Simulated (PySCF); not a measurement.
## Electronic structure of C2H7NPSi···H2O···H2O···H2O (SMILES [CH2]/N=C\[SiH2]P.O.O.O) (doublet) in real space

```json
{"atom": "C", "x (Å)": "-2.4169", "y (Å)": "-0.1440", "z (Å)": "-0.3695"}
{"atom": "N", "x (Å)": "-1.4618", "y (Å)": "0.6796", "z (Å)": "-0.1529"}
{"atom": "C", "x (Å)": "-0.2727", "y (Å)": "0.5484", "z (Å)": "0.3469"}
{"atom": "Si", "x (Å)": "0.7607", "y (Å)": "-1.0225", "z (Å)": "0.2959"}
{"atom": "P", "x (Å)": "2.8732", "y (Å)": "-0.3163", "z (Å)": "0.0943"}
{"atom": "H", "x (Å)": "-3.2021", "y (Å)": "0.1527", "z (Å)": "-1.0446"}
{"atom": "H", "x (Å)": "-2.5085", "y (Å)": "-1.0931", "z (Å)": "0.1477"}
{"atom": "H", "x (Å)": "0.1472", "y (Å)": "1.4575", "z (Å)": "0.7622"}
{"atom": "H", "x (Å)": "0.5786", "y (Å)": "-1.7813", "z (Å)": "1.5519"}
{"atom": "H", "x (Å)": "0.3328", "y (Å)": "-1.8870", "z (Å)": "-0.8053"}
{"atom": "H", "x (Å)": "3.3468", "y (Å)": "-0.9692", "z (Å)": "1.2271"}
{"atom": "H", "x (Å)": "3.2843", "y (Å)": "-1.3461", "z (Å)": "-0.7230"}
{"atom": "O", "x (Å)": "0.1905", "y (Å)": "2.4626", "z (Å)": "-2.1927"}
{"atom": "H", "x (Å)": "0.7907", "y (Å)": "2.8631", "z (Å)": "-1.5357"}
{"atom": "H", "x (Å)": "-0.6079", "y (Å)": "2.2267", "z (Å)": "-1.7105"}
{"atom": "O", "x (Å)": "1.7024", "y (Å)": "0.2407", "z (Å)": "-2.1380"}
{"atom": "H", "x (Å)": "1.1287", "y (Å)": "1.0340", "z (Å)": "-2.2451"}
{"atom": "H", "x (Å)": "2.0735", "y (Å)": "0.0422", "z (Å)": "-2.9984"}
{"atom": "O", "x (Å)": "2.1375", "y (Å)": "2.9168", "z (Å)": "-0.3236"}
{"atom": "H", "x (Å)": "2.9541", "y (Å)": "3.3953", "z (Å)": "-0.4776"}
{"atom": "H", "x (Å)": "2.3692", "y (Å)": "1.9748", "z (Å)": "-0.3123"}
```

Geometry: GFN2-xTB.

Computed with PBE0-D3(BJ)/def2-SVP, SCF density, gas phase (PySCF 2.14.0).

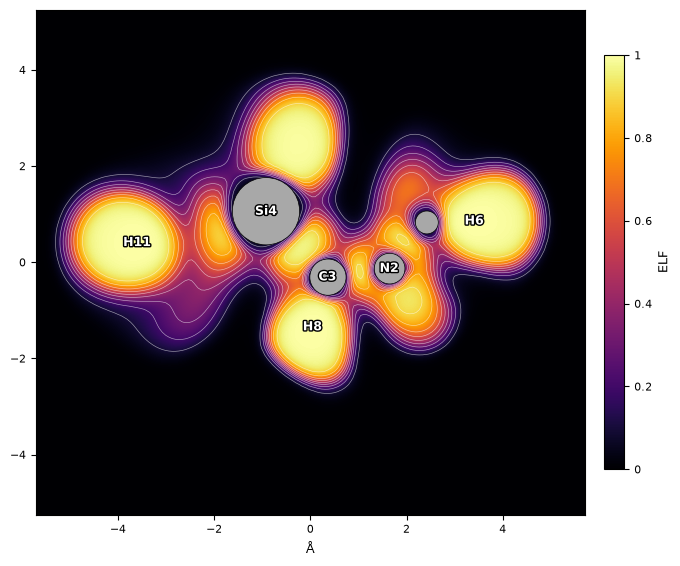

Figure 1. Electron localisation function on the plane of atoms Si4, C3 and H8. Grey discs cover the atomic cores.

What does the map show?

Answer.
- The plane passes through N, C, Si and H nuclei.
- C–N (1.30 Å): the ELF peaks at about 0.90 between the atoms: localised, covalent bonding.
- C–Si (1.88 Å): the ELF peaks at about 0.95 between the atoms: a covalent bond.
- C–H (1.08 Å): the ELF climbs to about 1 towards the hydrogen, as it does in any bond to H: a covalent bond by its length.
- The ELF also peaks beside N2, away from the bonds: non-bonding electrons, paired or unpaired.

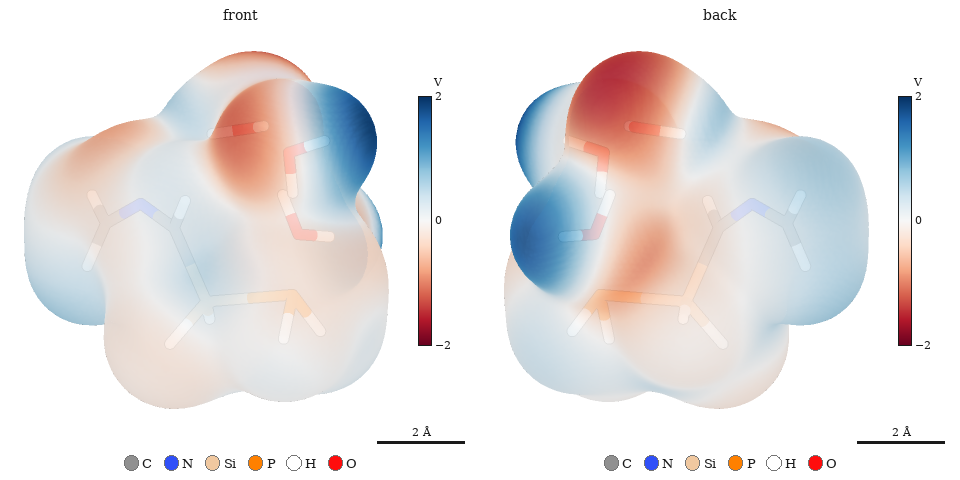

Figure 2. The electrostatic potential painted on the density surface at 0.001 e/bohr³, seen from the front and from behind; red is negative and blue positive.

Where is the surface potential most negative and most positive?

Answer. The most negative region (about −1.5 V) lies over O13, the most positive (about +1.8 V) over H20. O13 is the likeliest acceptor of a hydrogen bond.
